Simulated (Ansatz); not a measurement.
Cost and result by functional for the surface energy of the (221) surface of fcc Pt in its 1x1 cell, outermost plane spacing 0.66 Å in the ideal cut, in Ansatz (plane waves, PAW). Single points on the PBE structure, on one kind of machine; costs are rough ratios of the slab run's core time (references not counted) to the cheapest single point. r2SCAN's cost holds its higher cutoff (500 against 420 eV). Differences are taken against r2SCAN for comparison alone: no measured value is at hand, so the table doesn't rank accuracy.

Model: 16-atom slab, 9.9 Å thick at the start (thin: gaps and levels are the slab's own), 13x5x1 mesh, Fermi-Dirac 0.1 eV, dipole correction, all atoms relaxed; held to the start's symmetry, so lower structures may exist; no spin, no spin-orbit, no U. These notes are the PBE run's.

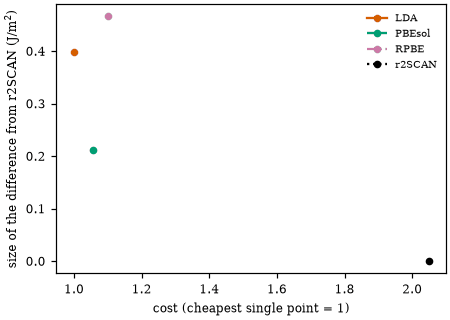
*Difference from r2SCAN against cost*

```tsv
functional	relative cost	surface energy (J/m²)	less r2SCAN (J/m²)
LDA	1	2.25	0.40
PBEsol	1	2.07	0.21
RPBE	1	1.39	-0.47
r2SCAN	2	1.85	0.00
PBE (the relaxed run's value)	–	1.65	-0.21
```

The values span 0.86 J/m², while the single points' costs differ by a factor of roughly 2. Differences are of unrounded values.

Ansatz is a program for electronic structure.
